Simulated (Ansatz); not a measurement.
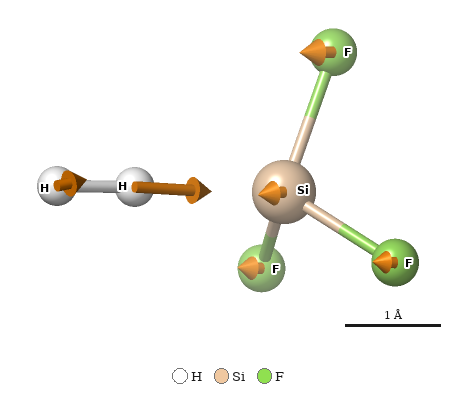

This is a saddle-point search of SiH₂F₃ (multiplicity 2) (coarse preliminary run). The starting structure is drawn; orange arrows show the displacements, 5 times their true length. The two geometries are superimposed by the best rigid fit.

Style: ball-and-stick. Shown at a tilt.

The reaction that was planned forms H1–Si3 and breaks H1–H2 (atoms numbered from 1 in input order).

These are results of Ansatz, UKS PBE0-D4/def2-SVP, not measurements. 

Question: What happened in the run?

Answer: The search converged after 10 steps with a largest force component of 0.00051 eV/Å and a curvature of −4.42 eV/Å² along the mode that it followed. An H atom moves most after the best rigid fit: 0.19 Å. By element the largest moves are H 0.19 Å, F 0.09 Å, Si 0.07 Å. Near-neighbour distances that change, for instance: H–Si 1.875 → 1.614 Å, H–H 0.976 → 1.093 Å. The run took roughly 2.3 core-minutes on a shared host.
